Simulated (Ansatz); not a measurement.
**BCl2 (SMILES Cl[B]Cl): UBCCD(T)/def2-TZVP**

What is the vertical ionisation energy of BCl2 at UBCCD(T)/def2-TZVP? 

The calculation is run with Ansatz 0.2.0.

40 further runs of the same task are left out: 40 set aside as unsound or not needed.

### 1 The structure to begin with

BCl2 has 3 atoms, charge 0, and is taken as a doublet. As SMILES, `Cl[B]Cl`. Geometry: relaxed at PBE0-D4/def2-TZVP.

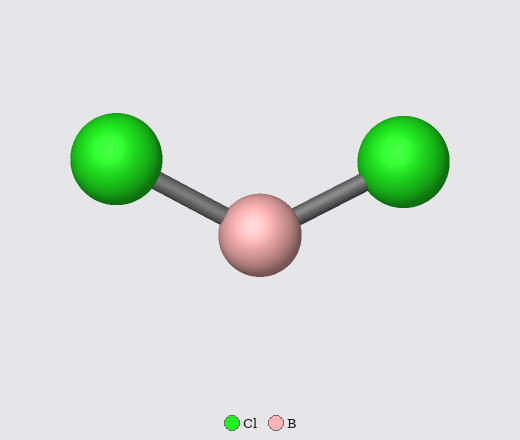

Viewed from a chosen angle; chlorine green, boron pink.

### 2 The energy at UBCCD(T)/def2-TZVP

Contents of in.yaml:

```yaml
crystal:
  periodic: [false, false, false]
  atoms:
    - {symbol: Cl, position_ang: [0.371500, -1.525600, 0.030000]}
    - {symbol: B, position_ang: [-0.463900, -0.050300, -0.256900]}
    - {symbol: Cl, position_ang: [0.081500, 1.511100, 0.213700]}
basis:
  gaussian: {orbitals: def2-TZVP}
accuracy: high
magnetization: {spin_polarized: true, initial_magnetization: 1}
scf: {omitted_lower_state_checks: [cluster_reference, increment]}
correlation: {method: bccd_t, frozen_orbitals: {B: 1, Cl: 5}}
```

Launch:

```
ansatz run in.yaml --threads 1 --pin off --max-ram 3480MiB --events-out events.jsonl --progress --plain --runs-dir runs
```

Log, shortened:

```text
Warning: RAYON_NUM_THREADS=1 ignored (pool sized by the plan → 1); use --threads N
Functional definition: HF
  name "HF"
[...]
1585 factors; integrals over basis functions are off by at most 3.6e-9 eV
[...]
mean field -25680.33563220 eV, -943.7349277268 hartree, gradient 1.4e-8 eV, S^2 0.755811; 0 other end points of the search recorded, 0 dependent functions left out
11 core orbitals not correlated: weight in the atoms' cores, before any rotation towards them, 1.000 or more for the frozen orbitals, at most 0.000 for the correlated occupied ones
reference -25680.33563220 eV, -943.7349277268 hartree; 9, 8 occupied and 85, 86 virtual orbitals, 1585 factors
second order -11.98027992 eV of doubles, -0.00000000 eV of singles
cycle   1  -12.63596344 eV  change   -6.6e-1 eV  update   7.6e-2
[...]
cycle  22  -12.95489947 eV  change  -3.8e-10 eV  update  9.4e-10
perturbative correction -0.62585477 eV, -0.0229997385 hartree
Total energy: -25693.91638644 eV, -944.2340112396 hartree
Checks for a lower state left out: cluster_reference, increment
```

It took 39 s on 1 thread of Arm Neoverse V1, shared host; peak memory 1.4 GiB.

### 3 The singlet cation, same level

Contents of job.yaml:

```yaml
crystal:
  periodic: [false, false, false]
  atoms:
    - symbol: Cl
      position_ang: [0.371500, -1.525600, 0.030000]
    - symbol: B
      position_ang: [-0.463900, -0.050300, -0.256900]
    - symbol: Cl
      position_ang: [0.081500, 1.511100, 0.213700]
basis:
  gaussian:
    orbitals: def2-TZVP
total_charge: 1
magnetization:
  spin_polarized: false
correlation:
  method: bccd_t
  frozen_orbitals: {B: 1, Cl: 5}
accuracy: high
scf:
  omitted_lower_state_checks: [cluster_reference, increment]
```

Launch:

```
ansatz run job.yaml --threads 1 --pin off --max-ram 3480MiB --events-out events.jsonl --progress --plain --runs-dir runs
```

Log, shortened:

```text
Warning: RAYON_NUM_THREADS=1 ignored (pool sized by the plan → 1); use --threads N
[... 2 set-up lines as earlier in the session ...]
[...]
1585 factors; integrals over basis functions are off by at most 3.6e-9 eV
[...]
mean field -25671.58528115 eV, -943.4133582568 hartree, gradient 4.6e-8 eV, S^2 0.000000; 0 other end points of the search recorded, 0 dependent functions left out
11 core orbitals not correlated: weight in the atoms' cores, before any rotation towards them, 1.000 or more for the frozen orbitals, at most 0.000 for the correlated occupied ones
reference -25671.58528115 eV, -943.4133582568 hartree; 8, 8 occupied and 86, 86 virtual orbitals, 1585 factors
second order -12.09257257 eV of doubles, -0.00000000 eV of singles
cycle   1  -12.56387600 eV  change   -4.7e-1 eV  update   1.0e-1
[...]
cycle  21  -12.95471922 eV  change   -1.5e-9 eV  update   1.7e-9
perturbative correction -0.73880959 eV, -0.0271507515 hartree
Total energy: -25685.27880996 eV, -943.9165861586 hartree
Checks for a lower state left out: cluster_reference, increment
```

It took 13 s on 1 thread of Arm Neoverse V1, shared host; peak memory 0.69 GiB.

### 4 Outcome

Level: UBCCD(T)/def2-TZVP, 11 core orbitals frozen.

| quantity | value |
| --- | --- |
| doublet BCl2: total energy | -944.23401 Eh |
| doublet BCl2: correlation energy (11 core orbitals frozen) | -499.1 mEh |
| doublet BCl2: (T) correction | -23.00 mEh |
| doublet BCl2: ⟨S²⟩ of the reference determinant | 0.756 |
| singlet cation: total energy | -943.91659 Eh |
| singlet cation: correlation energy (11 core orbitals frozen) | -503.2 mEh |
| singlet cation: (T) correction | -27.15 mEh |
| vertical ionisation energy (to the singlet cation) | 8.638 eV |

What this shows: The vertical ionisation energy comes to 8.64 eV (833 kJ/mol). Only the singlet of the ionised species was computed; a triplet could lie lower. The triples (doublet BCl2) make up 4.6 % of the correlation energy. The triples (singlet cation) make up 5.4 % of the correlation energy.
